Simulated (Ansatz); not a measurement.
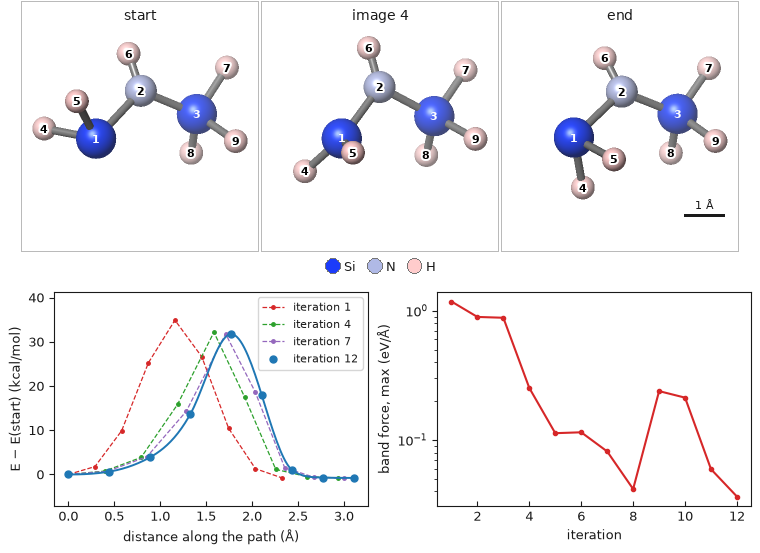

A search for the minimum-energy path of Si2NH6 (charge −1) by the nudged elastic band. Images are numbered from 0 (start) to 8 (end). The plot follows the band through its iterations. Style: ball-and-stick. Shown at a tilt.

Theory: Ansatz, RKS PBE-D4/def2-SVP. Run with 7 movable images; climbing image; force threshold 0.05 eV/Å; iteration limit 60; starting path by image-dependent pair potential.

Did the band converge, and can the barrier be trusted?

The result is final at these settings. The band converged in 12 iterations. The largest component of the band force went from 1.2 to 0.037 eV/Å. The climbing image converged on the top of the path. Its vibrational analysis gives one imaginary mode (835i cm⁻¹), as a transition state must have. The first iteration put the highest image at 34.9 kcal/mol. Forward barrier 31.7 kcal/mol, backward barrier 32.5 kcal/mol, with image 4 at the top; the reaction energy is −0.8 kcal/mol.

Limits of the set-up: the basis has no diffuse functions, which an anion needs.
